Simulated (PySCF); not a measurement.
Consider C₃H₉BrO₂Si (SMILES CO[Si](C)(Br)OC).

```xyz
16

C     2.5821   -0.4525    0.0074
O     1.5508    0.4933   -0.0809
Si    0.0328    0.4041    0.4356
C    -0.7970    2.0225   -0.0503
Br   -0.0046    0.2000    2.6507
O    -0.6251   -0.9576   -0.1410
C    -1.8600   -1.5515    0.1496
H     2.8418   -0.6368    1.0527
H     2.2796   -1.3919   -0.4570
H     3.4458   -0.0444   -0.5164
H    -0.8241    2.1347   -1.1291
H    -1.8195    2.0569    0.3153
H    -0.2704    2.8782    0.3594
H    -2.0097   -1.6271    1.2298
H    -1.8547   -2.5504   -0.2857
H    -2.6753   -0.9688   -0.2841
```

Geometry: GFN2-xTB.

Theory: CAM-B3LYP/def2-SVPD, SCF density, gas phase (PySCF 2.14.0).

### What can the converged electron density and electron localisation function tell about the bonding?

C–O (1.40 Å): ρ at the midpoint is about 2.1 e/Å³, with its minimum of 1.7 e/Å³ about 0.5 Å from C; the ELF peaks at about 0.90 between the atoms; a shared but strongly polarised pair.
Si–O (1.61 Å): ρ at the midpoint is about 1.2 e/Å³; the ELF peaks at about 0.90 between the atoms (a polar covalent bond).
C–Si (1.88 Å): the density is about 0.99 e/Å³ at the midpoint; the ELF peaks at about 1 between the atoms (a shared electron pair).
C–H (1.09 Å): ρ is about 2 e/Å³ halfway; the ELF climbs to about 1 towards the hydrogen, as it does in any bond to H: an ordinary covalent bond to hydrogen.

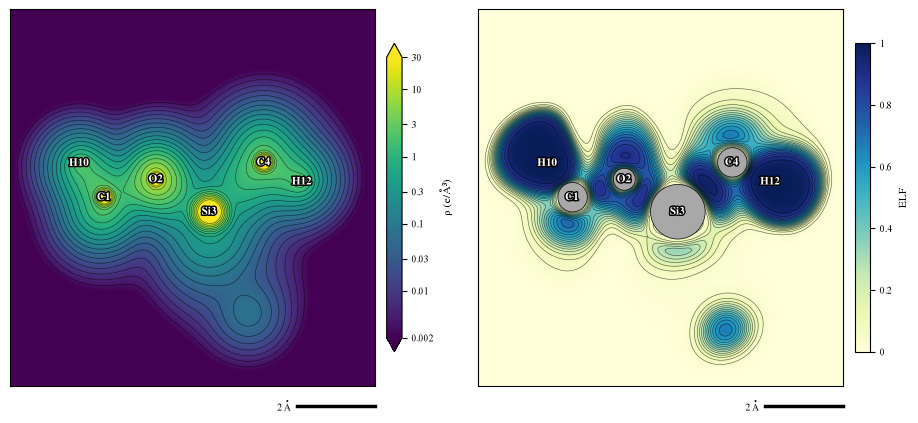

Computed electron density and electron localisation function on the plane of atoms Si3, C4 and H12, in this order. Grey discs cover the atomic cores in the ELF map. 
